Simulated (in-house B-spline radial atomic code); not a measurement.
All numbers are computed, not measured: non-relativistic HSE06, spin-polarised, spherical fractional occupations, point nucleus, basis-set limit (an in-house B-spline radial code). The occupation of the 3p shell is varied from Ar⁴⁺ ([Ne] 3s2 3p2 (high spin)) to Ar³⁺ ([Ne] 3s2 3p3 (high spin)), with spherical fractional occupations. Wanted, and plotted below: the total energy less the straight line between the end points, and the eigenvalue of 3p↑ (the dashed line is minus the energy to take the whole electron out).

The curve is convex (below the straight line), with the largest deviation among the points computed, −1.78 eV, at 0.5. The end points differ by 60.4 eV, the energy to take the electron out. The eigenvalue, which is the slope of the energy (Janak's theorem), moves from −67.5 eV at 0 to −53.3 eV at 1; for a straight line it would stay constant, and a parabola would sag by an eighth of this change, scaled to a whole electron, 1.78 eV. Convexity is the mark of the delocalisation error, which puts fractional charges too low; for p, d and f shells the spherical spreading of the fraction adds to it. Exact exchange at spherical fractional occupations leaves self-interaction in partly filled shells, which adds to the curvature.

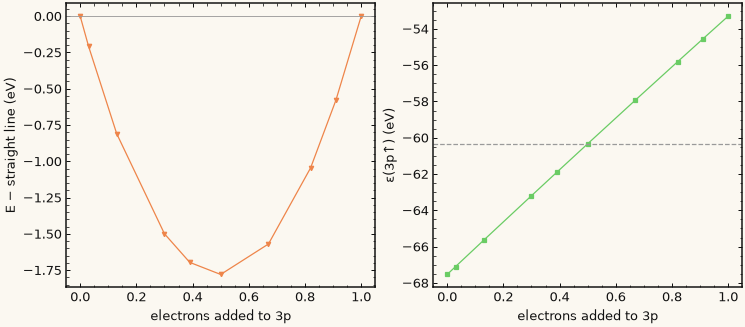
